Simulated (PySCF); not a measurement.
# C4H12GeO: electronic excitations at several levels of theory, part 2 of 2

PySCF 2.14.0. Atoms count from 0.

## 5. Ultraviolet spectrum: LC-wPBE/def2-SVPD

The job: settings as JSON, then the geometry in Å.

```
{"job": {"kind": "uv", "xc": "LC-wPBE", "basis": "def2-SVPD", "ip": true}, "charge": 0, "multiplicity": 1}
C     -2.046824     0.404248     0.770763
C     -1.499711    -0.237611    -0.491713
C      0.012247    -0.417351    -0.470132
C      0.526810    -1.102225    -1.726032
O      0.593442     0.861619    -0.315147
Ge     2.238923     1.060881     0.340441
H     -3.139470     0.524242     0.721587
H     -1.817632    -0.204927     1.660537
H     -1.597908     1.396644     0.920031
H     -1.964942    -1.224100    -0.657390
H     -1.750914     0.381873    -1.370263
H      0.265378    -1.052148     0.407758
H      0.064048    -2.092392    -1.855302
H      1.618155    -1.243722    -1.687371
H      0.295581    -0.489079    -2.610843
H      2.339636     2.551029     0.687504
H      2.374402     0.159019     1.585654
H      3.298931     0.669587    -0.709813
```

With the program's defaults for keys left out, this is: TDDFT LC-wPBE/def2-SVPD, vertical, gas phase, core orbitals frozen in the response.

Output:

```text
coarse grid: 62984 points
cycle   1  E = -2310.9482776836  dE = -6.332e-02  |g| = 8.003e-01  |ddm| = 5.438e+00
cycle   2  E = -2310.9214202868  dE =  2.686e-02  |g| = 9.409e-01  |ddm| = 2.784e+00
cycle   3  E = -2311.0624157944  dE = -1.410e-01  |g| = 7.342e-02  |ddm| = 1.497e+00
cycle   4  E = -2311.0634219217  dE = -1.006e-03  |g| = 4.093e-02  |ddm| = 1.799e-01
cycle   5  E = -2311.0636850391  dE = -2.631e-04  |g| = 5.740e-03  |ddm| = 6.284e-02
cycle   6  E = -2311.0636922230  dE = -7.184e-06  |g| = 1.637e-03  |ddm| = 1.879e-02
final grid: 133544 points
cycle   7  E = -2311.0636263820  dE = -5.662e-07  |g| = 1.309e-03  |ddm| = 8.869e-03
cycle   8  E = -2311.0636265527  dE = -1.707e-07  |g| = 1.054e-03  |ddm| = 3.696e-03
cycle   9  E = -2311.0636267147  dE = -1.620e-07  |g| = 8.622e-05  |ddm| = 1.462e-03
cycle  10  E = -2311.0636267164  dE = -1.754e-09  |g| = 3.377e-05  |ddm| = 2.417e-04
cycle  11  E = -2311.0636267169  dE = -4.629e-10  |g| = 9.759e-06  |ddm| = 1.779e-04
converged SCF energy = -2311.0636267169

Static polarisability (au): isotropic 82.606, principal 73.539 83.473 90.807

Singlet excitations
state   eV       nm        f      main configurations
  1   7.1945    172.3   0.00398   H->L+1 0.68, H->L 0.12
  2   8.0892    153.3   0.04302   H-1->L+1 0.51, H->L 0.11
  3   8.0967    153.1   0.05358   H->L 0.60, H->L+1 0.13, H-1->L+1 0.11
  4   8.5019    145.8   0.00859   H->L+4 0.41, H->L+2 0.39
  5   8.8423    140.2   0.02481   H-1->L 0.21, H-1->L+1 0.20, H-2->L+1 0.14
  6   8.9083    139.2   0.00900   H->L+5 0.28, H-2->L+1 0.22, H-1->L 0.14
  7   9.0231    137.4   0.03948   H->L+3 0.15, H-1->L 0.14, H->L+5 0.12
  8   9.1974    134.8   0.09262   H->L+5 0.31, H-1->L 0.09, H-4->L+1 0.09
  9   9.3161    133.1   0.03552   H->L+3 0.29, H->L+4 0.20, H->L+6 0.15
 10   9.3536    132.6   0.01146   H-1->L+2 0.20, H-1->L+4 0.16, H->L+6 0.15

Triplet excitations (Tamm-Dancoff, eV): 6.7329 7.5081 7.5867 8.0510
Vertical ionisation energy (delta-SCF) = 9.8997 eV
```

Wall time 2.1 min (1 thread, shared host).

In short: HOMO -10.40 eV, LUMO 1.91 eV; lowest singlet 7.19 eV.

## 6. Ultraviolet spectrum: PBE0/6-31G*

The job, as its differences from that of step 5:

```diff
@@ -1,2 +1,2 @@
-{"job": {"kind": "uv", "xc": "LC-wPBE", "basis": "def2-SVPD", "ip": true}, "charge": 0, "multiplicity": 1}
+{"job": {"kind": "uv", "xc": "PBE0", "basis": "6-31G*"}, "charge": 0, "multiplicity": 1}
 C     -2.046824     0.404248     0.770763
```

Method: TDDFT PBE0/6-31G*, vertical, gas phase, core orbitals frozen in the response.

Output:

```text
coarse grid: 62984 points
cycle   1  E = -2310.9207004524  dE = -2.176e-01  |g| = 8.036e-01  |ddm| = 3.574e+00
cycle   2  E = -2310.6673687617  dE =  2.533e-01  |g| = 1.381e+00  |ddm| = 2.052e+00
cycle   3  E = -2311.0395585335  dE = -3.722e-01  |g| = 1.674e-01  |ddm| = 1.510e+00
cycle   4  E = -2311.0448879660  dE = -5.329e-03  |g| = 4.207e-02  |ddm| = 1.658e-01
cycle   5  E = -2311.0452326391  dE = -3.447e-04  |g| = 5.746e-03  |ddm| = 4.051e-02
cycle   6  E = -2311.0452395752  dE = -6.936e-06  |g| = 2.230e-03  |ddm| = 7.874e-03
final grid: 133544 points
cycle   7  E = -2311.0452260149  dE =  4.684e-07  |g| = 2.727e-03  |ddm| = 4.497e-03
cycle   8  E = -2311.0452251095  dE =  9.055e-07  |g| = 3.394e-03  |ddm| = 5.232e-03
cycle   9  E = -2311.0452277304  dE = -2.621e-06  |g| = 2.006e-04  |ddm| = 2.894e-03
cycle  10  E = -2311.0452277384  dE = -8.062e-09  |g| = 2.337e-05  |ddm| = 1.863e-04
cycle  11  E = -2311.0452277385  dE = -1.137e-10  |g| = 5.090e-06  |ddm| = 2.687e-05
converged SCF energy = -2311.0452277385

Static polarisability (au): isotropic 71.474, principal 62.642 71.056 80.723

Singlet excitations
state   eV       nm        f      main configurations
  1   6.4221    193.1   0.00554   H->L 0.98
  2   7.3103    169.6   0.05746   H-1->L 0.95
  3   8.1916    151.4   0.00586   H->L+1 0.95
  4   8.4462    146.8   0.00707   H->L+2 0.35, H-3->L 0.28, H-2->L 0.27
  5   8.4637    146.5   0.00958   H->L+2 0.54, H-3->L 0.21, H-2->L 0.16
  6   8.6428    143.5   0.00809   H->L+3 0.73
  7   8.7720    141.3   0.02842   H-4->L 0.35, H-3->L 0.19, H-2->L 0.18
  8   8.9288    138.9   0.01897   H-1->L+1 0.91
  9   8.9878    137.9   0.02127   H-4->L 0.36, H-2->L 0.32, H-3->L 0.21
 10   9.2163    134.5   0.00817   H-1->L+3 0.38, H-5->L 0.25, H-1->L+2 0.14

Triplet excitations (Tamm-Dancoff, eV): 6.0278 6.7854 7.8482 8.0809
```

Wall time 9.7 s (1 thread, shared host).

This run: HOMO -7.40 eV, LUMO 0.56 eV; lowest singlet 6.42 eV.

## 7. TDDFT and polarisability: PBE0/def2-SVP

The job, as its differences from that of step 6:

```diff
@@ -1,2 +1,2 @@
-{"job": {"kind": "uv", "xc": "PBE0", "basis": "6-31G*"}, "charge": 0, "multiplicity": 1}
+{"job": {"kind": "uv", "xc": "PBE0", "basis": "def2-SVP"}, "charge": 0, "multiplicity": 1}
 C     -2.046824     0.404248     0.770763
```

Level: TDDFT PBE0/def2-SVP, vertical, gas phase, core orbitals frozen in the response.

Output:

```text
coarse grid: 62984 points
cycle   1  E = -2310.7922441797  dE = -2.635e-01  |g| = 7.826e-01  |ddm| = 3.994e+00
cycle   2  E = -2310.5452633371  dE =  2.470e-01  |g| = 1.358e+00  |ddm| = 2.211e+00
cycle   3  E = -2310.9044182000  dE = -3.592e-01  |g| = 1.640e-01  |ddm| = 1.647e+00
cycle   4  E = -2310.9094735279  dE = -5.055e-03  |g| = 4.294e-02  |ddm| = 1.780e-01
cycle   5  E = -2310.9098285111  dE = -3.550e-04  |g| = 5.515e-03  |ddm| = 4.407e-02
cycle   6  E = -2310.9098348821  dE = -6.371e-06  |g| = 2.177e-03  |ddm| = 8.291e-03
final grid: 133544 points
cycle   7  E = -2310.9097959019  dE =  4.793e-07  |g| = 2.664e-03  |ddm| = 5.144e-03
cycle   8  E = -2310.9097949902  dE =  9.117e-07  |g| = 3.305e-03  |ddm| = 5.822e-03
cycle   9  E = -2310.9097976316  dE = -2.641e-06  |g| = 1.286e-04  |ddm| = 3.213e-03
cycle  10  E = -2310.9097976348  dE = -3.234e-09  |g| = 2.597e-05  |ddm| = 1.382e-04
cycle  11  E = -2310.9097976349  dE = -1.310e-10  |g| = 5.641e-06  |ddm| = 3.059e-05
converged SCF energy = -2310.9097976349

Static polarisability (au): isotropic 75.390, principal 66.351 76.234 83.584

Singlet excitations
state   eV       nm        f      main configurations
  1   6.6279    187.1   0.00265   H->L 0.97
  2   7.4475    166.5   0.04553   H-1->L 0.95
  3   7.9906    155.2   0.01115   H->L+1 0.89
  4   8.2068    151.1   0.02488   H->L+2 0.88
  5   8.4717    146.4   0.02202   H->L+3 0.65, H-1->L+1 0.12
  6   8.5489    145.0   0.00477   H-3->L 0.53, H-2->L 0.27, H->L+3 0.11
  7   8.6820    142.8   0.01027   H-1->L+1 0.64, H->L+4 0.12, H->L+3 0.08
  8   8.7718    141.3   0.01143   H->L+4 0.51, H-1->L+2 0.23, H-1->L+1 0.09
  9   8.8801    139.6   0.02299   H-4->L 0.25, H-2->L 0.22, H->L+4 0.19
 10   9.0285    137.3   0.00177   H-1->L+3 0.26, H-2->L 0.23, H-4->L 0.21

Triplet excitations (Tamm-Dancoff, eV): 6.2321 6.9297 7.5049 7.8699
```

Wall time 14 s (1 thread, shared host).

In short: HOMO -7.57 eV, LUMO 0.60 eV; lowest singlet 6.63 eV.

## 8. Ultraviolet spectrum: PBE0/def2-TZVP

The job, as its differences from that of step 7:

```diff
@@ -1,2 +1,2 @@
-{"job": {"kind": "uv", "xc": "PBE0", "basis": "def2-SVP"}, "charge": 0, "multiplicity": 1}
+{"job": {"kind": "uv", "xc": "PBE0", "basis": "def2-TZVP"}, "charge": 0, "multiplicity": 1}
 C     -2.046824     0.404248     0.770763
```

Method: TDDFT PBE0/def2-TZVP, vertical, gas phase, core orbitals frozen in the response.

Output:

```text
coarse grid: 62984 points
cycle   1  E = -2311.2841313388  dE = -2.163e-01  |g| = 9.901e-01  |ddm| = 2.899e+00
cycle   2  E = -2310.9633050377  dE =  3.208e-01  |g| = 1.648e+00  |ddm| = 1.992e+00
cycle   3  E = -2311.4171052853  dE = -4.538e-01  |g| = 2.593e-01  |ddm| = 1.611e+00
cycle   4  E = -2311.4284897853  dE = -1.138e-02  |g| = 4.958e-02  |ddm| = 1.878e-01
cycle   5  E = -2311.4288222864  dE = -3.325e-04  |g| = 9.633e-03  |ddm| = 4.225e-02
cycle   6  E = -2311.4288401286  dE = -1.784e-05  |g| = 3.757e-03  |ddm| = 1.014e-02
cycle   7  E = -2311.4288431249  dE = -2.996e-06  |g| = 5.758e-04  |ddm| = 2.501e-03
final grid: 133544 points
cycle   8  E = -2311.4288144785  dE = -1.570e-07  |g| = 6.363e-04  |ddm| = 5.220e-03
cycle   9  E = -2311.4288144256  dE =  5.289e-08  |g| = 8.094e-04  |ddm| = 1.222e-03
cycle  10  E = -2311.4288145721  dE = -1.465e-07  |g| = 9.535e-05  |ddm| = 6.536e-04
cycle  11  E = -2311.4288145738  dE = -1.695e-09  |g| = 2.832e-05  |ddm| = 8.469e-05
cycle  12  E = -2311.4288145739  dE = -1.182e-10  |g| = 5.380e-06  |ddm| = 2.335e-05
converged SCF energy = -2311.4288145739

Static polarisability (au): isotropic 83.760, principal 73.555 84.654 93.070

Singlet excitations
state   eV       nm        f      main configurations
  1   6.5045    190.6   0.00357   H->L 0.96
  2   7.3144    169.5   0.04704   H-1->L 0.95
  3   7.4910    165.5   0.02760   H->L+1 0.95
  4   7.9336    156.3   0.01428   H->L+2 0.92
  5   8.1336    152.4   0.00676   H-1->L+1 0.51, H->L+3 0.29, H->L+4 0.13
  6   8.2329    150.6   0.02996   H->L+3 0.61, H-1->L+1 0.28
  7   8.3390    148.7   0.00067   H-3->L 0.45, H-2->L 0.44
  8   8.4308    147.1   0.03319   H->L+4 0.66, H-1->L+1 0.13, H-1->L+2 0.12
  9   8.6206    143.8   0.02478   H->L+5 0.49, H-4->L 0.16, H-3->L 0.10
 10   8.6440    143.4   0.01028   H-1->L+2 0.47, H->L+5 0.11, H-3->L 0.10

Triplet excitations (Tamm-Dancoff, eV): 6.1352 6.8285 7.0960 7.6632
```

Run time: 33 s. Hardware: 1 thread, shared host.

In short: HOMO -7.65 eV, LUMO 0.36 eV; lowest singlet 6.50 eV.

## 9. Comparing the runs: electronic excitations

Excitations and ground-state properties, with basis size and wall time:

| run | lowest singlet (eV) | brightest (eV) | f | gap (eV) | α (Å³) | μ (D) | functions | time |
| --- | --- | --- | --- | --- | --- | --- | --- | --- |
| CAM-B3LYP/def2-SVPD | 6.73 | 7.58 | 0.048 | 10.06 | 12.57 | 1.12 | 237 | 86 s |
| wB97X-D/def2-SVPD | 6.82 | 7.67 | 0.048 | 11.38 | 12.56 | 1.09 | 237 | 88 s |
| LC-wPBE/def2-SVPD | 7.19 | 9.20 | 0.093 | 12.31 | 12.24 | 1.14 | 237 | 2.1 min |
| PBE0/6-31G* | 6.42 | 7.31 | 0.057 | 7.96 | 10.59 | 1.07 | 126 | 9.7 s |
| PBE0/def2-SVP | 6.63 | 7.45 | 0.046 | 8.18 | 11.17 | 1.07 | 162 | 14 s |
| PBE0/def2-TZVP | 6.50 | 7.31 | 0.047 | 8.01 | 12.41 | 0.97 | 275 | 33 s |

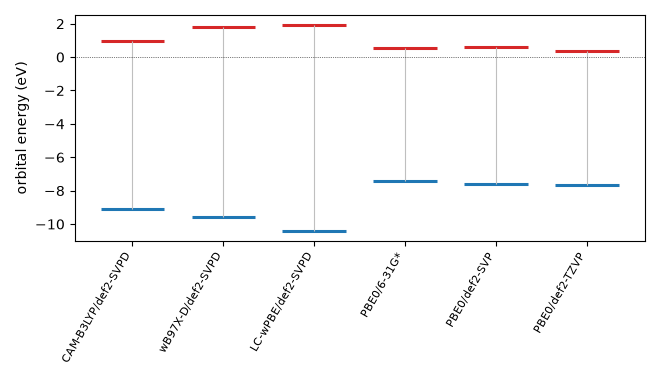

HOMO (blue) and LUMO (red) run by run.

## 10. Summary of results

What follows sums up all 2 parts.

| quantity | value |
| --- | --- |
| point group | C1 |
| rotational constants (main isotopes) | 3.80, 1.16, 0.94 GHz |
| lowest singlet (CAM-B3LYP/def2-SVPD) | 6.73 eV (184 nm), f = 0.004 |
| brightest single state of those computed | state 3, 7.58 eV, f = 0.048 |
| lowest triplet | 6.36 eV |
| vertical ionisation energy (ΔSCF) | 9.76 eV |
| range of the lowest singlet | 6.42 to 7.19 eV |

**Reading.** Single values in the summary come from the first run of each kind that ended normally (CAM-B3LYP/def2-SVPD), which need not be the best level. The optimisation took 11 steps and gained 0.143 eV; among the close pairs (by a distance rule), Ge5–H15 changed most, from 1.487 to 1.533 Å. No frequency check was run at this level, so the end point may be a saddle. The lowest singlet, at 6.73 eV, is HOMO→LUMO+1 0.50, HOMO→LUMO 0.40 and is weak; of the 10 states computed, the strongest absorption comes from state 3 at 7.58 eV. The lowest triplet lies 0.38 eV below the lowest singlet (triplets in Tamm-Dancoff, singlets in full TDDFT). The orbital energy would give 9.11 eV for ionisation, ΔSCF gives 9.76 eV. The lowest singlet runs from 6.42 eV (PBE0/6-31G*) to 7.19 eV (LC-wPBE/def2-SVPD), while the orbital gap spans 7.96 to 12.31 eV. The lowest state need not be the same one in every run. The runs solved for a few states only, so the brightest column depends on that window.
